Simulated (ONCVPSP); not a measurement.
# Ti: pseudopotential generation

- system: titanium (Ti, Z = 22), core [Ne], reference valence 3s2 3p6 3d2 4s1 (an ion of charge +1), valence charge 12.
- method: ONCV potential, PBE, scalar-relativistic, made with ONCVPSP 4.0.1

**Input file**
```
# ATOM AND REFERENCE CONFIGURATION
# atsym  z   nc   nv     iexc    psfile
  Ti 22.00    3    4        4      upf
#
#   n    l    f
    1    0    2.00
    2    0    2.00
    2    1    6.00
    3    0    2.00
    3    1    6.00
    3    2    2.00
    4    0    1.00
#
# PSEUDOPOTENTIAL AND OPTIMIZATION
# lmax
    2
#
#   l,   rc,      ep,       ncon, nbas, qcut
    0    1.55    0.00    4    7   10.20
    1    1.75    0.00    4    8    7.20
    2    2.60    0.00    5    9    5.90
#
# LOCAL POTENTIAL
# lloc, lpopt,  rc(5),   dvloc0
    4    3    1.35    4.00
#
# VANDERBILT-KLEINMAN-BYLANDER PROJECTORs
# l, nproj, debl
    0    2    0.60
    1    2    0.50
    2    2    2.60
#
# MODEL CORE CHARGE
# icmod, fcfact, rcfact
    3    2.75    1.80
#
# LOG DERIVATIVE ANALYSIS
# epsh1, epsh2, depsh
   -4.00    5.00    0.02
#
# OUTPUT GRID
# rlmax, drl
    6.00    0.01
#
# TEST CONFIGURATIONS
# ncnf
    4
# nvcnf
#   n    l    f
    4
    3    0    2.00
    3    1    6.00
    3    2    2.00
    4    0    2.00
#
    4
    3    0    2.00
    3    1    6.00
    3    2    2.00
    4    0    0.00
#
    4
    3    0    2.00
    3    1    6.00
    3    2    1.00
    4    0    0.00
#
    4
    3    0    2.00
    3    1    6.00
    3    2    0.00
    4    0    0.00
#
```

Run as:
```bash
oncvpsp.x < Ti.dat > Ti.out
```

**The program's output (extracts)**
```
ONCVPSP  (Optimized Norm-Conservinng Vanderbilt PSeudopotential)
scalar-relativistic version 4.0.1

#   n    l    f        energy (Ha)
    1    0    2.00    -1.7919978E+02
    2    0    2.00    -1.9998229E+01
    2    1    6.00    -1.6592863E+01
    3    0    2.00    -2.5694540E+00
    3    1    6.00    -1.6960543E+00
    3    2    2.00    -4.1776036E-01
    4    0    1.00    -3.8038938E-01

Reference configufation results
  iterations    24
  all-electron total energy (Ha)   -8.53294436D+02

Begin loop to  construct optimized pseudo wave functions
and semi-local pseudopoentials for all angular momenta

Calculating optimized projector #   1

 for l=   0

    Fraction of norm inside rc  0.914453
    Optimizing pswf for qcut=  10.19 a_B^-1,  ecut=  51.92 Ha
    Residual kinetic energy error=  3.56D-08 Ha

    Energy error per electron        Cutoff
         Ha          eV             Ha
         0.01000     0.27211       21.80
         0.00100     0.02721       29.40
         0.00010     0.00272       35.78
         0.00001     0.00027       41.00

Calculating optimized projector #   2

 for l=   0

    Fraction of norm inside rc  0.048638
    Optimizing pswf for qcut=  10.19 a_B^-1,  ecut=  51.92 Ha
    Residual kinetic energy error=  7.64D-09 Ha

    Energy error per electron        Cutoff
         Ha          eV             Ha
         0.01000     0.27211       14.78
         0.00100     0.02721       24.51
         0.00010     0.00272       32.03
         0.00001     0.00027       38.33

WARNING wellstate: negative energy specified for n= 4 l=  1
WARNING scattering state with energy  0.25000000
WARNING will be used for the first projector

   Wellstate for l =  1  n =  5
     eigenvalue =   0.2500
     asymptotic potential =   0.7500
     half-point radius =  6.5598

Calculating optimized projector #   1

 for l=   1

    Fraction of norm inside rc  0.919837
    Optimizing pswf for qcut=   7.20 a_B^-1,  ecut=  25.92 Ha
    Residual kinetic energy error=  4.00D-06 Ha

    Energy error per electron        Cutoff
         Ha          eV             Ha
         0.01000     0.27211       14.55
         0.00100     0.02721       18.65
         0.00010     0.00272       21.92
         0.00001     0.00027       24.83

Calculating optimized projector #   2

 for l=   1

    Fraction of norm inside rc  0.045988
    Optimizing pswf for qcut=   7.20 a_B^-1,  ecut=  25.92 Ha
    Residual kinetic energy error=  1.12D-06 Ha

    Energy error per electron        Cutoff
         Ha          eV             Ha
         0.01000     0.27211       10.83
         0.00100     0.02721       15.80
         0.00010     0.00272       19.91
         0.00001     0.00027       23.17

   Wellstate for l =  2  n =  6
     eigenvalue =   2.1822
     asymptotic potential =   2.6822
     half-point radius =  4.5454

Calculating optimized projector #   1

 for l=   2

    Fraction of norm inside rc  0.894844
    Optimizing pswf for qcut=   5.90 a_B^-1,  ecut=  17.38 Ha
    Residual kinetic energy error=  4.41D-05 Ha

    Energy error per electron        Cutoff
         Ha          eV             Ha
         0.01000     0.27211       12.35
         0.00100     0.02721       14.66
         0.00010     0.00272       16.96
         0.00001     0.00027       36.99

Calculating optimized projector #   2

 for l=   2

    Fraction of norm inside rc  0.191507
    Optimizing pswf for qcut=   5.90 a_B^-1,  ecut=  17.38 Ha
    Residual kinetic energy error=  1.66D-03 Ha

    Energy error per electron        Cutoff
         Ha          eV             Ha
         0.01000     0.27211       15.17
         0.00100     0.02721       20.20
         0.00010     0.00272       50.99
         0.00001     0.00027       57.64

Construct Vanderbilt / Kleinmman-Bylander projectors

B matrix Hermiticity error, ll=   0
   1   2    1.5830E-04

  Orthonormal projector coefficients  1.5864E+01 -1.7839E+00

B matrix Hermiticity error, ll=   1
   1   2   -1.0745E-04

  Orthonormal projector coefficients -3.7931E+00 -9.7989E-01

B matrix Hermiticity error, ll=   2
   1   2    7.9953E-05

  Orthonormal projector coefficients -4.0489E+00 -1.1960E+00

Model core correction analysis
  based on d2Exc/dn_idn_j

d2excae - all-electron derivatives

   -4.177440D-02   -3.816257D-02   -2.568974D-02   -3.083624D-03
   -3.816298D-02   -3.612439D-02   -2.577475D-02   -3.871145D-03
   -2.569028D-02   -2.577504D-02   -2.443197D-02   -1.259953D-02
   -3.081774D-03   -3.867690D-03   -1.259365D-02   -4.304533D-02

d2excps - pseudofunction derivatives with no core correction

   -4.459748D-02   -4.064599D-02   -2.263062D-02   -3.499806D-03
   -4.064659D-02   -3.812463D-02   -2.440982D-02   -4.166383D-03
   -2.263027D-02   -2.440934D-02   -2.893742D-02   -1.218442D-02
   -3.498116D-03   -4.163178D-03   -1.217870D-02   -4.265931D-02

rms 2nd derivative error    2.062616E-03

rmatch, rhocmatch    0.5422   15.0781

Teter function model core charge with specified parameters

d2excps - pseudofunction derivatives with core correction

   -3.680471D-02   -3.454755D-02   -2.180869D-02   -2.772714D-03
   -3.454768D-02   -3.317256D-02   -2.373749D-02   -3.599786D-03
   -2.180828D-02   -2.373704D-02   -2.899670D-02   -1.208973D-02
   -2.770959D-03   -3.596515D-03   -1.208402D-02   -4.259094D-02

rms 2nd derivative error    2.737353E-03

Pseudoatom total energy  -57.241380

Diagnostic tests using Vanderbilt-Kleinman-Bylander pseudopotentials
  1 or more projectors used as specified by nproj input data

   l    rcore       rmatch      e in        delta e   norm test  slope test

   0   1.5537797   1.6009558  -2.5694540   0.0000010   1.0001150   1.0001128
   0   1.5537797   1.6009558  -0.3803894   0.0000038   1.0000353   1.0000303

   1   1.7512537   1.8044255  -1.6960543  -0.0000026   1.0001024   1.0001053
   1   1.7512537   1.8044255   0.2500000   0.0000122   1.0001414   1.0001414

   2   2.6146512   2.6940377  -0.4177604  -0.0000003   1.0000305   1.0000354
   2   2.6146512   2.6940377   2.1822396   0.0000012   1.0000341   1.0000341

 Testing for bound ghosts
   n   l    E NL Schr. Eq   E Basis Diag.   E Cutoff

   1   0       -2.569453       -2.569447     78.55
   2   0       -0.380386       -0.290135     78.55

   2   1       -1.696057       -1.696049     99.10

   3   2       -0.417761       -0.417692     64.93

 Testing for highly-localized positive-energy ghosts
       l    <radius>/rc     E Basis Diag.   E Cutoff

Test configuration 0

   n   l     f        eae           eps        diff
   1   0  2.0000 -179.19977875
   2   0  2.0000  -19.99822907
   2   1  6.0000  -16.59286259
   3   0  2.0000   -2.56945398   -2.56945298    1.00D-06
   3   1  6.0000   -1.69605428   -1.69605690   -2.63D-06
   3   2  2.0000   -0.41776036   -0.41776064   -2.83D-07
   4   0  1.0000   -0.38038938   -0.38038558    3.80D-06

    Total energies and differences
      AE_ref= -8.53294436D+02  AE_tst= -8.53294436D+02  dif=  0.00D+00
      PS_ref= -5.72413797D+01  PS_tst= -5.72413797D+01  dif=  6.39D-14
      PSP excitation error= -6.39D-14

Test configuration 1

   n   l     f        eae           eps        diff
   1   0  2.0000 -178.92814636
   2   0  2.0000  -19.73206107
   2   1  6.0000  -16.32622220
   3   0  2.0000   -2.30174004   -2.29993693    1.80D-03
   3   1  6.0000   -1.42810959   -1.42668807    1.42D-03
   3   2  2.0000   -0.15651097   -0.15536264    1.15D-03
   4   0  2.0000   -0.16415853   -0.16421207   -5.35D-05

    Total energies and differences
      AE_ref= -8.53294436D+02  AE_tst= -8.53564434D+02  dif= -2.70D-01
      PS_ref= -5.72413797D+01  PS_tst= -5.75113982D+01  dif= -2.70D-01
      PSP excitation error=  2.02D-05

Test configuration 2

   n   l     f        eae           eps        diff
   1   0  2.0000 -179.52514372
   2   0  2.0000  -20.31618171
   2   1  6.0000  -16.91144416
   3   0  2.0000   -2.88664728   -2.88974954   -3.10D-03
   3   1  6.0000   -2.01257144   -2.01518723   -2.62D-03
   3   2  2.0000   -0.72322626   -0.72496884   -1.74D-03

    Total energies and differences
      AE_ref= -8.53294436D+02  AE_tst= -8.52795674D+02  dif=  4.99D-01
      PS_ref= -5.72413797D+01  PS_tst= -5.67423804D+01  dif=  4.99D-01
      PSP excitation error= -2.38D-04

Test configuration 3

   n   l     f        eae           eps        diff
   1   0  2.0000 -180.15988853
   2   0  2.0000  -20.98142276
   2   1  6.0000  -17.57409133
   3   0  2.0000   -3.49278910   -3.46985786    2.29D-02
   3   1  6.0000   -2.60632768   -2.58555894    2.08D-02
   3   2  1.0000   -1.27486526   -1.24369649    3.12D-02

    Total energies and differences
      AE_ref= -8.53294436D+02  AE_tst= -8.51805360D+02  dif=  1.49D+00
      PS_ref= -5.72413797D+01  PS_tst= -5.57638549D+01  dif=  1.48D+00
      PSP excitation error=  1.16D-02

Test configuration 4

   n   l     f        eae           eps        diff
   1   0  2.0000 -180.91621860
   2   0  2.0000  -21.77652723
   2   1  6.0000  -18.36635555
   3   0  2.0000   -4.18692078   -4.11090596    7.60D-02
   3   1  6.0000   -3.28586975   -3.21525132    7.06D-02

    Total energies and differences
      AE_ref= -8.53294436D+02  AE_tst= -8.50214658D+02  dif=  3.08D+00
      PS_ref= -5.72413797D+01  PS_tst= -5.42362608D+01  dif=  3.01D+00
      PSP excitation error=  7.47D-02
```

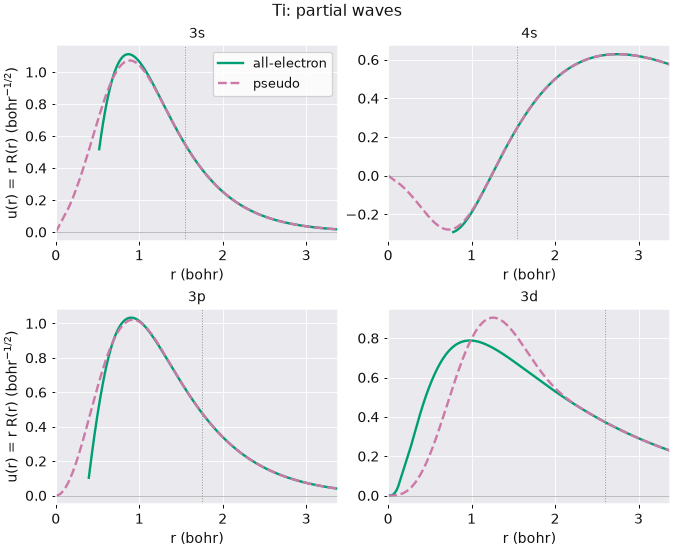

*Pseudo-waves (dashed) against the all-electron radial functions (solid). Dotted lines mark the matching radii. The innermost oscillations of some all-electron curves aren't drawn.*

Pseudo-waves: 3s has no node; 4s has a node at about 1.2 bohr; 3p has no node; 3d has no node. A node in 4s is expected, since a lower shell of the same l is also in the valence and the two must stay orthogonal.

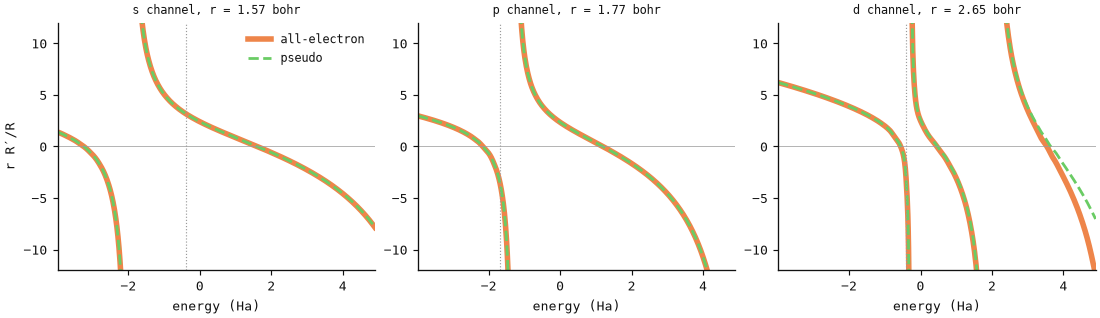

*Logarithmic derivatives r R′/R at the test radius against energy, all-electron atom (solid) and pseudo-atom (dashed). Here R(r) is the radial function. The dotted line marks the reference energy of the channel. Not drawn: f: not judged.*

- Poles, where the radial function vanishes at the test radius: s: all-electron at -2.0 Ha, pseudo at -2.0 Ha; p: all-electron at -1.3 Ha, pseudo at -1.3 Ha; d: all-electron at -0.3 and 2.0 Ha, pseudo at -0.3 and 2.0 Ha.
- Zeros of the logarithmic derivative: s: all-electron -3.2 and 1.6 Ha, pseudo -3.2 and 1.6 Ha; p: all-electron -2.2 and 1.2 Ha, pseudo -2.2 and 1.2 Ha; d: all-electron -0.6, 0.5 and 3.5 Ha, pseudo -0.6, 0.5 and 3.6 Ha.
- Ghost states: the plot shows none: pseudo and all-electron curves have the same branches in all channels drawn. The separate test gives: no bound ghost flagged; no localised positive-energy state flagged.

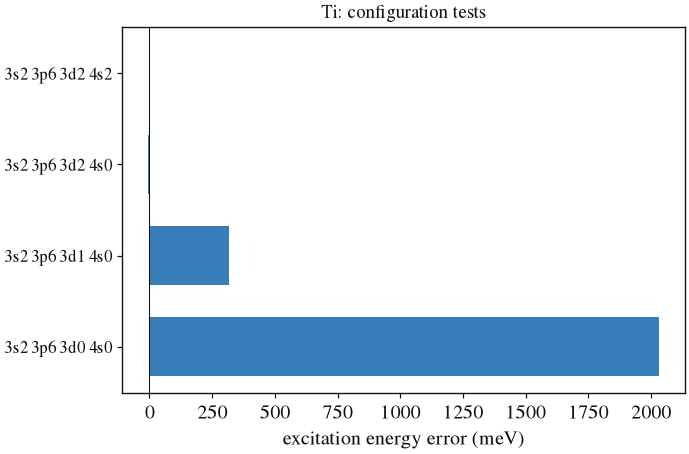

*Errors, all-electron minus pseudo, of the energies of valence configurations relative to the unpolarised reference 3s2 3p6 3d2 4s1.*

- Worst configuration: 3s2 3p6 3d0 4s0 (charge +4): the error is +2033 meV on an all-electron energy of +83.81 eV relative to the reference, or 2.4 %.
- Errors in meV: 3s2 3p6 3d2 4s2: +0.5; 3s2 3p6 3d2 4s0: -6.5; 3s2 3p6 3d1 4s0: +316; 3s2 3p6 3d0 4s0: +2033.
- Configurations within 10 meV and within 50 meV: 2 and 2 of 4.

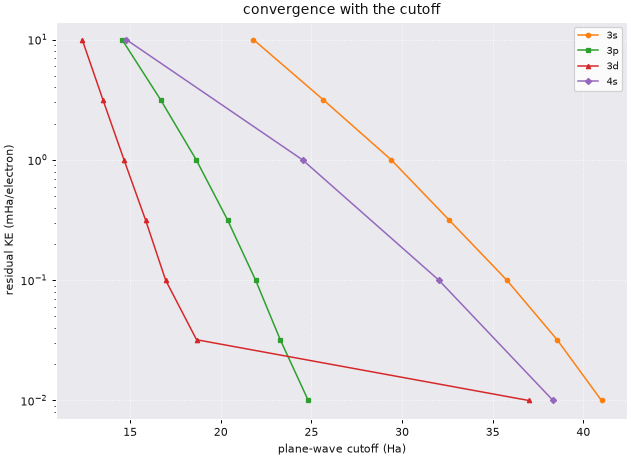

*Residual kinetic energy of the pseudo-waves (the first of each channel, and further valence shells) beyond the plane-wave cutoff, as the generator prints it.*

- Cutoffs for 1 mHa per electron: 3s: 29 Ha; 4s: 25 Ha; 3p: 19 Ha; 3d: 15 Ha.
- Cutoffs for the occupied states: 29 Ha for 1 mHa and 36 Ha for 0.1 mHa per electron. The first is set by 3s.
- Hardest wave at 1 mHa per electron: 3s, with rc = 1.55 bohr and qcut = 10.2 1/bohr. The optimisation minimises, but can't always remove, the kinetic energy above qcut²/2 = 52.0 Ha, and a larger rc would as a rule soften the wave at some cost in transferability.

**Key numbers**

- outcome: generated
- cutoffs needed: 29 Ha and 36 Ha (the cutoffs at which the residual kinetic energy of the hardest occupied pseudo-wave falls to 1 and 0.1 mHa per electron)
- ghost test: no bound ghost flagged; no localised positive-energy state flagged
- largest excitation error: +2033 meV (all-electron minus pseudo) for 3s2 3p6 3d0 4s0, out of 4 test configurations
- rms error of d²Exc/dni dnj: 2.06 mHa without and 2.74 mHa with the model core
- range over which the phases arctan(r R′/R) at the test radius agree within 0.05 rad (a looser test near the poles than one of phase shifts): s: over the whole range computed; p: over the whole range computed; d: up to about 0.3 Ha; f: not judged, local potential alone
- hardware: 1 CPU thread, shared host
- wall time: 4 s

**Notes**

An excitation error of 2033 meV in its own tests makes this a poorly transferable potential. Warnings of the program, in the generation or the tests: wellstate: negative energy specified for n= 4 l= 1.
